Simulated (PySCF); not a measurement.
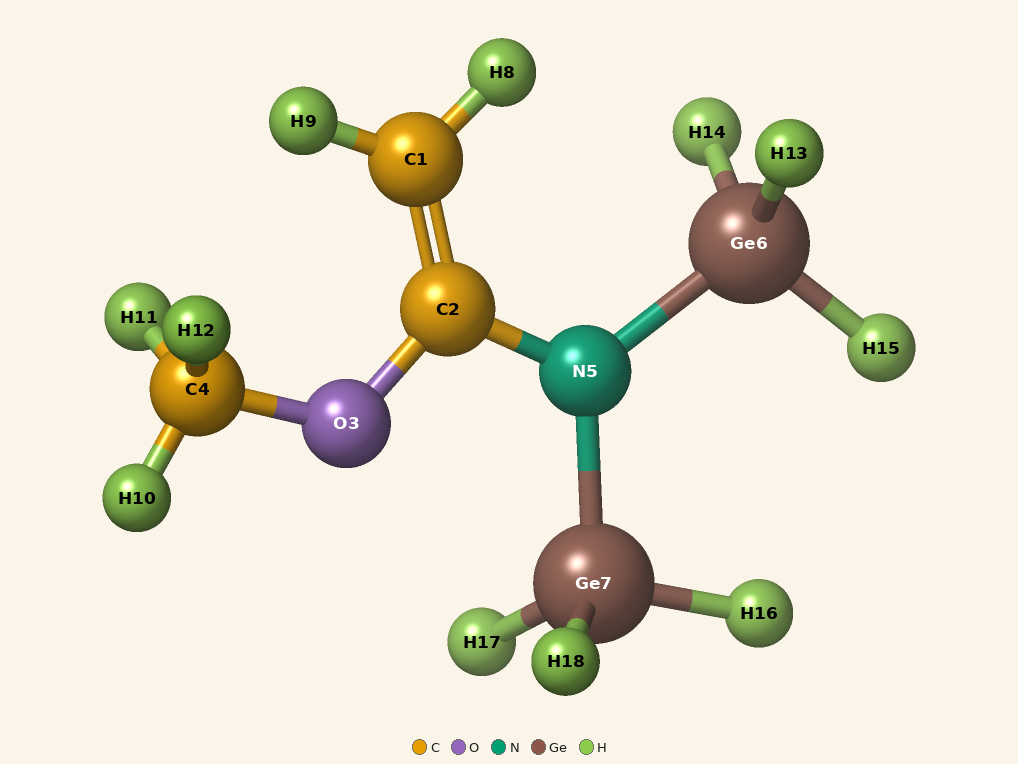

The geometry was computed by an optimisation with PBE0-D3(BJ)/def2-SVP. No frequency run is at hand to confirm it as a minimum. Method: delta-SCF UKS SCAN, pcX-2 on the ionised atom, pcseg-1 elsewhere, spin-free X2C (PySCF 2.14.0).

Give the core-electron binding energies (to vacuum) of C1 1s, C2 1s, O3 1s, C4 1s, N5 1s.

```
atom  level  binding energy (eV)
  C1     1s                288.9
  C2     1s                292.6
  O3     1s                539.0
  C4     1s                292.5
  N5     1s                404.0
```
